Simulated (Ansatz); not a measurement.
H4SSi···H2O

| atom | x (Å) | y (Å) | z (Å) |
| --- | --- | --- | --- |
| Si | 0.4510 | -0.4228 | -0.5189 |
| O | -0.4502 | -0.9065 | 2.5495 |
| H | -1.3426 | -0.8103 | 2.1894 |
| H | 0.8811 | -0.1883 | -1.9266 |
| H | 0.7609 | 0.8048 | 0.2791 |
| H | -1.0333 | -0.6096 | -0.5009 |
| S | 1.5159 | -2.1507 | 0.1524 |
| H | 0.9166 | -2.0792 | 1.3694 |
| H | -0.1516 | 0.0065 | 2.6610 |

The calculation used Ansatz, RKS r2SCAN-D4/def2-SVP.

What can the converged electron density and electron localisation function tell about the bonding?

Answer. O2···H8 (2.15 Å): the density falls to about 0.13 e/Å³ on the way; the ELF dips to about 0.10 between them.
Si–S (2.14 Å): ρ is about 0.81 e/Å³ halfway; the ELF peaks at about 0.90 between the atoms: a covalent bond.
S–H (1.36 Å): ρ at the midpoint is about 1.4 e/Å³; the ELF climbs to about 1 towards the hydrogen, as it does in any bond to H.
Si–H (1.49 Å): ρ at the midpoint is about 0.77 e/Å³; the ELF climbs to about 1 towards the hydrogen.

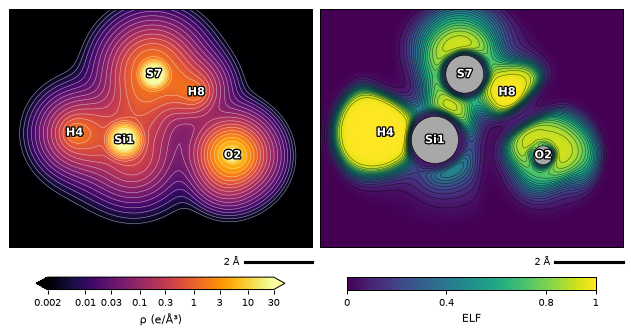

Computed electron density and electron localisation function on the plane of atoms Si1, S7 and H8, in this order. Grey discs cover the atomic cores in the ELF map. 
